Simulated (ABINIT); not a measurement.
# Quasiparticle gap of Bi2SO2 (Pnnm) in ABINIT, part 3 of 3

How does a plane-wave GW calculation on Bi2SO2 (Pnnm) run from the first input to the gap?

ABINIT 10.8.3; PBEsol and many-body steps on it, plane waves. Known limits of the many-body steps: not at the basis limit; no spin-orbit coupling; coarse k mesh.

So far. Step 4 (Empty states on the mesh, 4×1×4 mesh, 147 bands): On this mesh the gap is 0.783 eV. Step 5 (Screening, 4×1×4 mesh, 135 bands, screening to 81.6 eV): Local fields lower ε∞ by 7 %. On a Γ-centred mesh this coarse the value itself is usually too large, while a short band sum pulls it down.

**6. Self-energy, 4×1×4 mesh, 135 bands, screening to 81.6 eV**

The self-energy is evaluated for the states that the input lists, and the levels follow from it, in one-shot runs by the linearised quasiparticle equation.

This step: G0W0 on PBEsol, plane waves, norm-conserving pseudopotentials.

Input file run.abi:

```
acell 3*1.0 Angstrom
rprim 
  3.877295950000 0.000000000000 0.000000000000
  0.000000000000 11.963688440000 0.000000000000
  0.000000000000 0.000000000000 3.842602890000
ntypat 3
znucl 83 16 8
natom 10
typat 1 1 1 1 2 2 3 3 3 3
xred 
  0.419337400000 0.856120830000 0.500000000000
  0.580662600000 0.143879170000 0.500000000000
  0.919337400000 0.643879170000 0.000000000000
  0.080662600000 0.356120830000 0.000000000000
  0.000000000000 0.000000000000 0.000000000000
  0.500000000000 0.500000000000 0.500000000000
  0.440997250000 0.749108530000 0.000000000000
  0.559002750000 0.250891470000 0.000000000000
  0.940997250000 0.750891470000 0.500000000000
  0.059002750000 0.249108530000 0.500000000000
pp_dirpath "pseudos"
pseudos "Bi.upf, S.upf, O.upf"
ecut 42
ngkpt 4 1 4
nshiftk 1
shiftk 0 0 0
kptopt 1
chksymbreak 0
istwfk *1
occopt 1
irdwfk 1
optdriver 4
nband 135
gwcalctyp 0
ecutsigx 42
symsigma 1
nkptgw 2
kptgw 
  0.5000000000 0.0000000000 0.0000000000
  0.0000000000 0.0000000000 0.0000000000
bdgw 
  63 66
  63 66
ecuteps 3
irdscr 1
ppmodel 1
indata_prefix "in"
outdata_prefix "out"
tmpdata_prefix "tmp"
```

Command:

```
$ OMP_NUM_THREADS=1 mpirun -n 4 abinit run.abi > log
```

Numbers of over 12 decimals in the logs are rounded to 6 here.

What it wrote:

```text
.Version 10.8.3 of ABINIT. v10.8.2 released Aug 2026.

 Symmetries : space group Pn n m (# 58); Bravais oP (primitive ortho.)
[... echo of the input left out ...]
== DATASET  1 ==================================================================
-   mpi_nproc: 4, omp_nthreads: 1 (-1 if OMP is not activated)

--- !DatasetInfo
iteration_state: {dtset: 1, }
dimensions: {natom: 10, nkpt: 9, mband: 135, nsppol: 1, nspinor: 1, nspden: 1, mpw: 15678, }
cutoff_energies: {ecut:  42.0, pawecutdg:  -1.0, }
electrons: {nelect:   1.28000000E+02, charge:   0.00000000E+00, occopt:   1.00000000E+00, tsmear:   1.00000000E-02, }

 SIGMA: Calculation of the GW corrections

 Based on a program developped by R.W. Godby, V. Olevano, G. Onida, and L. Reining.
 Incorporated in ABINIT by V. Olevano, G.-M. Rignanese, and M. Torrent.
.Using double precision arithmetic ; gwpc =  8

[... cell and pseudopotentials left out ...]
--------------------------------------------------------------------------------

 ==== K-mesh for the wavefunctions ====
 Number of points in the irreducible wedge :     9
[... list of points left out ...]
 Together with  8 symmetry operations and time-reversal symmetry
 yields    16 points in the full Brillouin Zone.

 ==== Q-mesh for screening function ====
 Number of points in the irreducible wedge :     9
[... list of points left out ...]
 Together with  8 symmetry operations and time-reversal symmetry
 yields    16 points in the full Brillouin Zone.

 vcoul_init : cutoff-mode = AUXILIARY_FUNCTION
 q-points for optical limit:   1
     1)      0.000010    0.000020    0.000030
 setmesh: FFT mesh size selected  =    50x  144x   48
          total number of points  =       345600

 Number of electrons calculated from density =  128.0000; Expected =  128.0000
 average of density, n =  0.106413
 r_s =    1.3091
 omega_plasma =   31.4668 [eV]

 === KS Band Gaps ===
  >>>> For spin  1
   Minimum direct gap =   1.1220 [eV], located at k-point      :   0.0000  0.0000  0.0000
   Fundamental gap    =   0.7828 [eV], Top of valence bands at :   0.5000  0.0000  0.0000
                                       Bottom of conduction at :   0.0000  0.0000  0.0000
 SIGMA fundamental parameters:
 PLASMON POLE MODEL  1
 number of plane-waves for SigmaX                15633
 number of plane-waves for SigmaC and W            289
 number of plane-waves for wavefunctions         15633
 number of bands                                   135
 number of independent spin polarizations            1
 number of spinorial components                      1
 number of k-points in IBZ                           9
 number of q-points in IBZ                           9
 number of symmetry operations                       8
 number of k-points in BZ                           16
 number of q-points in BZ                           16
 number of frequencies for dSigma/dE                 9
 frequency step for dSigma/dE [eV]                0.25
 number of omega for Sigma on real axis              0
 max omega for Sigma on real axis  [eV]           0.00
 zcut for avoiding poles [eV]                     0.10

 EPSILON^-1 parameters (SCR file):
 dimension of the eps^-1 matrix on file            289
 dimension of the eps^-1 matrix used               289
 number of plane-waves for wavefunctions         15633
 number of bands                                   135
 number of q-points in IBZ                           9
 number of frequencies                               2
 number of real frequencies                          1
 number of imag frequencies                          1

 matrix elements of self-energy operator (all in [eV])

 Perturbative Calculation

--- !SelfEnergy_ee
iteration_state: {dtset: 1, }
kpoint     : [   0.500,    0.000,    0.000, ]
spin       : 1
KS_gap     :    2.805
QP_gap     :    3.425
Delta_QP_KS:    0.620
data: !SigmaeeData |
     Band     E0 <VxcDFT>   SigX SigC(E0)      Z dSigC/dE  Sig(E)    E-E0       E
       63   7.932 -15.599 -17.981   2.890   0.786  -0.272 -15.200   0.399   8.331
       64   7.932 -15.599 -17.981   2.890   0.786  -0.272 -15.200   0.399   8.331
       65  10.737 -13.907 -10.101  -2.545   0.808  -0.237 -12.887   1.020  11.756
       66  10.737 -13.906 -10.101  -2.545   0.808  -0.237 -12.887   1.020  11.756

--- !SelfEnergy_ee
iteration_state: {dtset: 1, }
kpoint     : [   0.000,    0.000,    0.000, ]
spin       : 1
KS_gap     :    1.122
QP_gap     :    1.893
Delta_QP_KS:    0.771
data: !SigmaeeData |
     Band     E0 <VxcDFT>   SigX SigC(E0)      Z dSigC/dE  Sig(E)    E-E0       E
       63   7.524 -13.497 -16.581   3.173   0.780  -0.282 -13.427   0.069   7.593
       64   7.593 -13.019 -15.619   2.726   0.790  -0.267 -12.920   0.099   7.692
       65   8.715 -12.734  -9.072  -2.603   0.822  -0.216 -11.863   0.871   9.585
       66   9.391 -13.083  -9.166  -2.589   0.821  -0.218 -11.993   1.090  10.480

== END DATASET(S) ==============================================================
================================================================================

 -outvars: echo values of variables after computation  --------
           etotal      0.0000000000E+00
            nband         135
             nkpt           9
          spgroup          58
 [... the other variables as echoed above ...]

 Calculation completed.
```

The job ended after 25 s (4 MPI ranks of Arm Neoverse V1, shared host; peak memory 4.3 GiB).

Numbers from this step:

- G0W0 gap on the points computed: 1.254 eV
- starting gap on the mesh: 0.7826 eV
- k of the valence top: 0.5, 0, 0
- k of the conduction bottom: 0, 0, 0
- Z at the valence top: 0.786
- Z at the conduction bottom: 0.822
- least direct G0W0 gap on the computed points: 1.893 eV

The gap on the mesh goes from 0.78 eV to 1.25 eV, a correction of +0.47 eV.

Limits: finite bands, cutoff and mesh; model gap, bands may invert with spin-orbit coupling; no spin-orbit coupling; coarse k mesh. v1 is the top filled band, c1 the lowest empty one. Levels before and after the correction, in eV, zero at the valence-band top of each column:

```csv
,conduction bottom,valence top
Kohn-Sham,0.78,0.00
G0W0,1.25,0.00
```

```csv
,level,energy (eV)
Kohn-Sham,(0.5 0 0) v2-v1,0.000
Kohn-Sham,(0.5 0 0) c1-c2,2.804
Kohn-Sham,Γ v2,-0.408
Kohn-Sham,Γ v1,-0.339
Kohn-Sham,Γ c1,0.783
Kohn-Sham,Γ c2,1.459
G0W0,(0.5 0 0) v2-v1,0.000
G0W0,(0.5 0 0) c1-c2,3.425
G0W0,Γ v2,-0.738
G0W0,Γ v1,-0.639
G0W0,Γ c1,1.254
G0W0,Γ c2,2.149
```

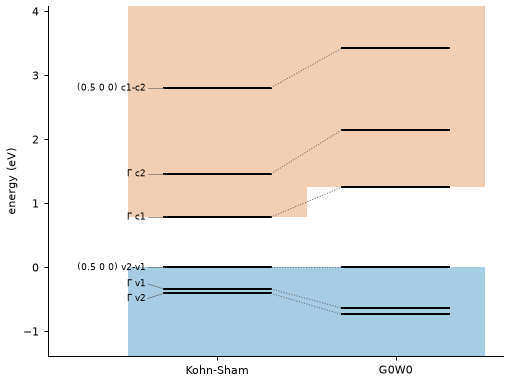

Levels before and after the correction. Shaded: valence and conduction bands.

**7. Where the time went**

Times are wall times on 4 MPI ranks of Arm Neoverse V1, shared host, good to a factor of about two.

```csv
step,time,share,memory (GiB)
ground state,6.1 min,24 %,0.8
bands along the symmetry lines,7.8 min,30 %,1.1
empty states on the mesh,5.5 min,21 %,0.74
screening,6.1 min,23 %,5.3
self-energy,25 s,2 %,4.3
```

**8. Results**

| Quantity | Value |
| --- | --- |
| PBEsol gap | 0.78 eV, indirect |
| G0W0 gap on the mesh | 1.25 eV |
| GW settings | 4×1×4 mesh, 135 bands, screening to 81.6 eV, Godby-Needs plasmon pole |
| known limits | not at the basis limit; no spin-orbit coupling; coarse k mesh |

**Reading.** G0W0 moves the gap on the mesh from 0.78 eV to 1.25 eV (+0.47 eV), with Z of 0.79 and 0.82 at the edges. Local fields lower the RPA ε∞ on this mesh from 16.82 to 15.66; a Γ-centred mesh this coarse tends to raise both, most where the direct gap is narrow, while a short band sum lowers them. Only 2 of the mesh's irreducible points were corrected, so a valley elsewhere could overtake. Bands and cutoff are finite, so the gap is not at the basis limit. The miss can reach some tenths of an eV and take either sign; the mesh is an error of its own. In the G0W0 run levels were corrected at 2 k points alone, so a gap called «on the mesh» is the least over those, and an edge elsewhere would be missed. The 4×1×4 mesh is coarse for this cell, which bears on the long-range parts of exchange and screening. Where an edge is built on 6p states of lead, bismuth or thallium, scalar-relativistic gaps usually stand too wide, by a few tenths to over one eV. The many-body steps are scalar-relativistic: spin-orbit coupling is not in them.

[Paths, hosts, dates, memory and timing lines, banners, echoed tables and standing remarks are left out of the program output.]

[Logs are printed without paths, hosts, clocks, repeated set-up lines and the standing remarks that a program may print on its own settings, such as how far it seeks lower states.]

[Runs of the session that timed out or met a known fault of the program may be left out.]

[Hosts, paths, dates, database ids (printed as entryN), source tags and the programs' standing remarks are cut or masked in the printed files.]

[G0W0 gaps are taken among the corrected bands and points alone; a level outside them can change the order at an edge.]

[Where Ansatz stands beside ABINIT at settings called matched, ABINIT's density can come from a denser mesh and the files from another edition; pairs whose starting gaps differed by over 0.03 eV were left out, so agreement reads better than it is.]
